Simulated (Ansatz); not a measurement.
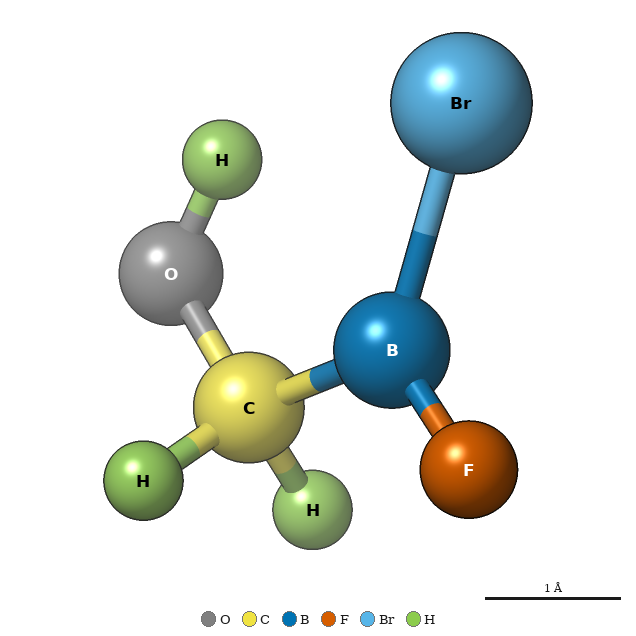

Depth is shown by fading: the farther an atom, the more it takes the colour of the background. The computed structure is the end point of a PBE0-D4/def2-TZVP optimisation. No frequency run is at hand to confirm it as a minimum. Masses are those of the most abundant isotopes; constants are for the rigid equilibrium geometry.

Question: Classify the rotor and give the rotational constants (MHz).

Answer: An asymmetric top (Cs): A = 4004, B = 2269, C = 1461 MHz. Ray's parameter κ is −0.36, nearer the prolate limit.
